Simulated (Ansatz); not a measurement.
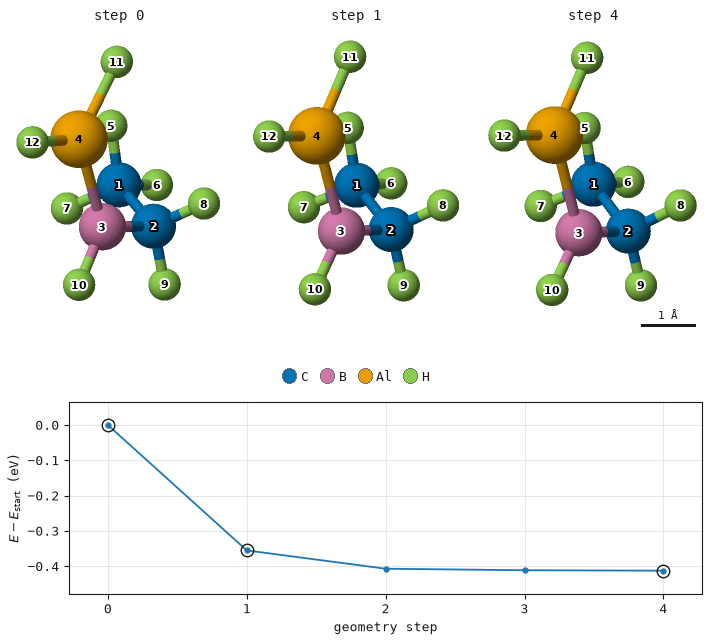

Frames of a relaxation of C2H8AlB (coarse preliminary run), marked on the history of the run. Style: ball-and-stick. Shown from a free direction.

The start comes from a force field.

Method: Ansatz, RKS PBE-D4/def2-SVP.

Input file:
```yaml
crystal:
  periodic: [false, false, false]
  atoms:
    - {symbol: C, position_ang: [-0.563600, 1.406300, -0.271600]}
    - {symbol: C, position_ang: [-0.165200, 0.588600, 0.892400]}
    - {symbol: B, position_ang: [0.874400, -0.502500, 0.430500]}
    - {symbol: Al, position_ang: [0.446600, -2.079800, -0.778200]}
    - {symbol: H, position_ang: [-1.114900, 0.821500, -1.070500]}
    - {symbol: H, position_ang: [-1.332100, 2.233000, 0.072800]}
    - {symbol: H, position_ang: [0.283700, 1.973400, -0.737600]}
    - {symbol: H, position_ang: [-1.001400, 0.097900, 1.334600]}
    - {symbol: H, position_ang: [0.303100, 1.260600, 1.707400]}
    - {symbol: H, position_ang: [2.004900, -0.468000, 0.908800]}
    - {symbol: H, position_ang: [-1.128800, -2.189600, -1.315700]}
    - {symbol: H, position_ang: [1.470300, -3.196700, -1.138700]}
basis:
  gaussian: {orbitals: def2-SVP}
hamiltonian: {xc: pbe, dispersion: d4}
relax: {f_tol: 0.03, max_steps: 200}
```

Launched with:
```bash
ansatz run in.yaml --threads 2 --pin off --events-out ev --progress --plain --max-ram 4352MiB
```

> Describe the path.

The atom that moves furthest after the best rigid fit is H12 (0.13 Å). Largest moves by element: H 0.13 Å, B 0.12 Å, C 0.09 Å, Al 0.08 Å. Near-neighbour distances that change, for instance: B3–Al4 2.033 → 2.179 Å, C1–C2 1.477 → 1.549 Å, C1–H6 1.180 → 1.110 Å, Al4–H11 1.668 → 1.614 Å. Bond angles that change, for instance: B3–Al4–H11 116.2° → 122.0°, C1–C2–H8 111.7° → 107.4°, H11–Al4–H12 119.9° → 115.6°. The energy falls by 0.412 eV in 4 geometry steps. Largest force component: 2.8 eV/Å at the start, 0.019 eV/Å at the end. From step 0 to 1: H11 moves most (0.16 Å), energy −0.355 eV. From step 1 to 4: H11 moves most (0.08 Å), energy −0.057 eV.

| step | E − E(0), eV | largest force component, eV/Å |
| --- | --- | --- |
| 0 | 0.0000 | 2.8415 |
| 1 | -0.3551 | 0.9253 |
| 2 | -0.4069 | 0.2742 |
| 3 | -0.4112 | 0.1020 |
| 4 | -0.4124 | 0.0186 |
